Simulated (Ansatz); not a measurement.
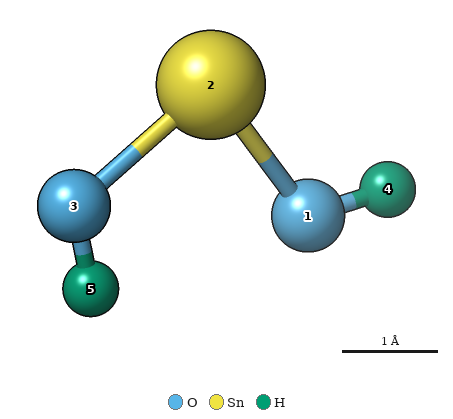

**Figure 1.** The structure (ball-and-stick view, seen at a tilt; atoms are numbered from 1 in the order of the input). Sticks mark near contacts.

## Run report: SnH2O2, single-point calculation

SnH2O2, SMILES [OH][Sn][OH], computed with RHF-MP2, frozen core/def2-QZVPP (Ansatz 0.2.0).

The geometry comes from this level: PBE0-D4/def2-TZVP.

Input
```yaml
crystal:
  periodic: [false, false, false]
  atoms:
    - {symbol: O, position_ang: [-0.984343, 0.177823, -0.613754]}
    - {symbol: Sn, position_ang: [-0.153735, -0.943867, 0.800883]}
    - {symbol: O, position_ang: [1.561830, 0.002891, 0.636097]}
    - {symbol: H, position_ang: [-1.901159, -0.005562, -0.831359]}
    - {symbol: H, position_ang: [1.527208, 0.695116, -0.033267]}
basis:
  gaussian: {orbitals: "def2-QZVPP.json"}
correlation: {method: mp2}
```

Output
```
Functional definition: HF
  name "HF"
  cite "Fock, Z. Phys. 61, 126 (1930) doi:10.1007/BF01340294"
  parent pbe
  exchange = exact_x
  correlation = 0
1616 factors; integrals over basis functions are off by at most 9.2e-4 eV
mean field evaluation 1: about -9908.9754 eV, gradient 5.8e1 eV
mean field evaluation 2: about -9909.0389 eV, gradient 5.8e1 eV
mean field evaluation 4: about -9915.1278 eV, gradient 2.9e0 eV
mean field evaluation 8: about -9915.1871 eV, gradient 3.3e-1 eV
mean field -9915.18776857 eV, -364.3764297393 hartree, gradient 8.7e-6 eV, S^2 0.000000; 0 other end points of the search recorded, 0 dependent functions left out
6 core orbitals not correlated: weight in the atoms' cores, before any rotation towards them, 1.000 or more for the frozen orbitals, at most 0.000 for the correlated occupied ones
reference -9915.18776857 eV, -364.3764297393 hartree; 14, 14 occupied and 236, 236 virtual orbitals, 1616 factors
second order -28.69886457 eV of doubles, -0.00000000 eV of singles
Total energy: -9943.88663314 eV, -365.4310935596 hartree
```

Key numbers

| quantity | value |
| --- | --- |
| outcome | converged |
| total energy | −9943.8866 eV |
| mean-field energy | −9915.1878 eV |
| SCF solution under orbital rotations | stable |
| hardware | 2 CPU threads, shared host |
| wall time | 6 s (CPU time 11 s) |
| peak memory | 0.71 GiB |
